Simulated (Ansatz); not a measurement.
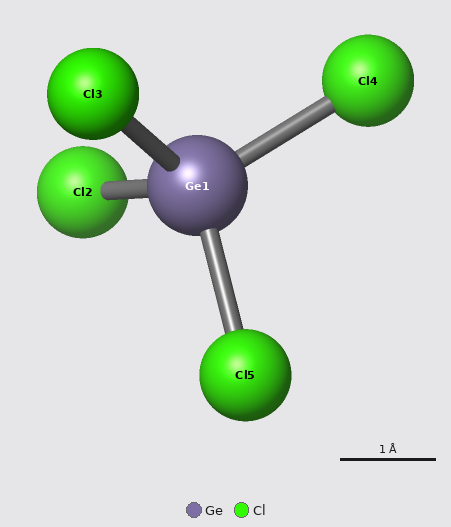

Figure 1. The structure as given in the input (ball-and-stick view, seen at a tilt; atoms are numbered from 1 in the order of the input). Sticks mark near contacts. Bond lengths as drawn: Cl–Ge 2.15 Å.

## Geometry relaxation of GeCl4

- system: GeCl4
- method: RKS CAM-B3LYP-D4/def2-SVP (Ansatz 0.2.0)

Figures and captions count atoms from 1; the log counts them from 0 in places.

The input
```yaml
crystal:
  periodic: [false, false, false]
  atoms:
    - { symbol: Ge, position_ang: [-9.1e-05, 0.000103, -0.000211] }
    - { symbol: Cl, position_ang: [0.011037, -0.017961, 2.145478] }
    - { symbol: Cl, position_ang: [2.019828, 0.010604, -0.72478] }
    - { symbol: Cl, position_ang: [-1.019357, 1.756008, -0.695786] }
    - { symbol: Cl, position_ang: [-1.011427, -1.748755, -0.724701] }
basis:
  gaussian: { orbitals: def2-SVP }
hamiltonian:
  xc: { name: CAM-B3LYP }
  dispersion: d4
output:
  forces: true
relax:
  f_tol: 0.003
  max_steps: 120
```

Machine: 1 thread of Arm Neoverse V2, 24 GiB of memory available, shared host.

Run as:
```bash
ansatz run input.yaml --threads 1 --pin off --max-ram 2560MiB --backend cpu --events-out ev --progress --plain --runs-dir out
```

Log
```
The last accepted step is kept in [file] (removed where the run ends without a failure and the disk answers)
Engine: ansatz 0.2.0, aarch64-unknown-linux-gnu
Functional definition: CAM-B3LYP
  parameter alpha = 0.19
  parameter beta = 0.46
  parameter omega = 0.33/bohr
  parameter ac = 0.81
  exchange = (1 - alpha - beta)*b88_x + beta*b88_x_sr(omega) + alpha*exact_x + beta*exact_x_lr(omega)
  correlation = (1 - ac)*vwn5_c + ac*lyp_c
1007 factors; integrals over basis functions are off by at most 3.9e-4 eV
287 factors; integrals over basis functions are off by at most 5.7e-7 eV
mean field evaluation 1: about -106593.2088 eV, gradient 3.0e1 eV
mean field evaluation 2: about -106592.5497 eV, gradient 3.8e1 eV
mean field evaluation 4: about -106595.1697 eV, gradient 4.5e-1 eV
mean field evaluation 8: about -106595.1817 eV, gradient 2.4e-3 eV
mean field -106595.18167526 eV, -3917.3006737566 hartree, gradient 4.1e-5 eV, S^2 0.000000; 0 other end points of the search recorded, 0 dependent functions left out
the calculation of the forces begins
reference -106595.18178703 eV, -3917.3006778641 hartree; 50, 50 occupied and 54, 54 virtual orbitals, 1007 factors
relax step   1: F+E_penalty+E_count = -106595.41205598 eV  Δ(F+E_penalty+E_count) = +0.000e0 eV  max|allowed force component| = 4.161e-1 eV/Å  Δτ_max = 0.0000 Å  (23 SCF iters, accepted)
these checks for a lower state are left out or cut short: starts, cluster_reference, orbital_swaps, neighbouring_geometries, increment
1007 factors; integrals over basis functions are off by at most 4.2e-4 eV
287 factors; integrals over basis functions are off by at most 5.6e-7 eV
mean field evaluation 16: about -106595.1982 eV, gradient 7.6e-2 eV
mean field -106595.19825538 eV, -3917.3012830649 hartree, gradient 2.6e-5 eV, S^2 0.000000; 0 other end points of the search recorded, 0 dependent functions left out
the calculation of the forces begins
reference -106595.19836643 eV, -3917.3012871459 hartree; 50, 50 occupied and 54, 54 virtual orbitals, 1007 factors
relax step   2: F+E_penalty+E_count = -106595.43058802 eV  Δ(F+E_penalty+E_count) = -1.853e-2 eV  max|allowed force component| = 2.189e-3 eV/Å  Δτ_max = 0.0222 Å  (29 SCF iters, accepted)
1007 factors; integrals over basis functions are off by at most 4.2e-4 eV
287 factors; integrals over basis functions are off by at most 5.6e-7 eV
mean field evaluation 32: about -106595.1983 eV, gradient 2.9e-4 eV
```

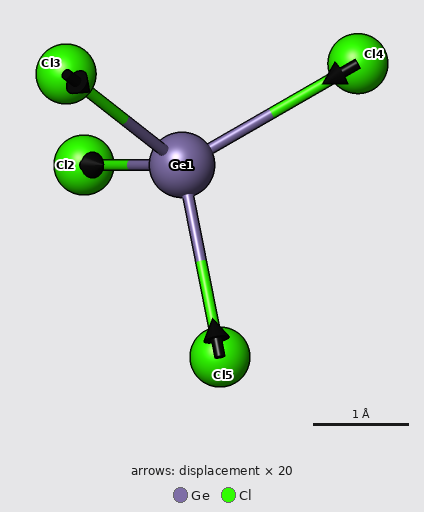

Figure 2. The starting structure with the displacements as black arrows, magnified 20 times (ball-and-stick view, seen on its broad side). The two geometries are laid on each other by the best rigid fit. The largest moves after the best rigid fit, 0.022 Å, are those of Cl3, Cl4 and Cl5. Ge stays in place. Among the contacts that change: Ge1–Cl2 2.146 → 2.124 Å. Over 1 geometry step the energy falls by 0.019 eV. The largest force component goes from 0.42 to 0.0022 eV/Å. (Atoms are counted from 1 in the order of the input.)

```
mean field -106595.19825538 eV, -3917.3012830649 hartree, gradient 2.6e-5 eV, S^2 0.000000; 1 other end points of the search recorded, 0 dependent functions left out
the calculation of the forces begins
reference -106595.19836643 eV, -3917.3012871459 hartree; 50, 50 occupied and 54, 54 virtual orbitals, 1007 factors
Total energy: -106595.43069907 eV, -3917.3098252128 hartree
Atom 0 at     0.000062    -0.000013     0.000117 Å, force    -0.000572    -0.000219    -0.000878 eV/Å
Atom 1 at     0.010475    -0.017602     2.124282 Å, force     0.000320    -0.000116     0.001799 eV/Å
Atom 2 at     1.999190     0.010494    -0.718115 Å, force     0.002189    -0.000043    -0.000160 eV/Å
Atom 3 at    -1.008778     1.737865    -0.688707 Å, force    -0.001111     0.002163    -0.000493 eV/Å
Atom 4 at    -1.000959    -1.730746    -0.717577 Å, force    -0.000826    -0.001784    -0.000269 eV/Å
Dipole moment:     0.000096    -0.000004     0.000168 e Å
```

Trajectory as extended XYZ (Å, eV, eV/Å), 2 frames, from step=1 to step=2
```
5
Properties=species:S:1:pos:R:3:forces:R:3 step=1 energy=-106595.41206
Ge   -0.0001    0.0001   -0.0002   -0.0019  -0.0014  -0.0025
Cl    0.0110   -0.0180    2.1455   -0.0032   0.0040  -0.4161
Cl    2.0198    0.0106   -0.7248   -0.3954  -0.0019   0.1400
Cl   -1.0194    1.7560   -0.6958    0.2009  -0.3462   0.1365
Cl   -1.0114   -1.7488   -0.7247    0.1996   0.3455   0.1420
5
Properties=species:S:1:pos:R:3:forces:R:3 step=2 energy=-106595.43059
Ge    0.0001    0.0000    0.0001   -0.0006  -0.0002  -0.0009
Cl    0.0105   -0.0176    2.1243    0.0003  -0.0001   0.0018
Cl    1.9992    0.0105   -0.7181    0.0022   0.0000  -0.0002
Cl   -1.0088    1.7379   -0.6887   -0.0011   0.0022  -0.0005
Cl   -1.0010   -1.7307   -0.7176   -0.0008  -0.0018  -0.0003
```

Results in brief

| quantity | value |
| --- | --- |
| outcome | converged |
| total energy | −106595.4307 eV |
| mean-field energy | −106595.1984 eV |
| largest force (length of the vector) at the end | 0.002 eV/Å |
| wall time | 16 s |
| peak memory | 0.31 GiB |
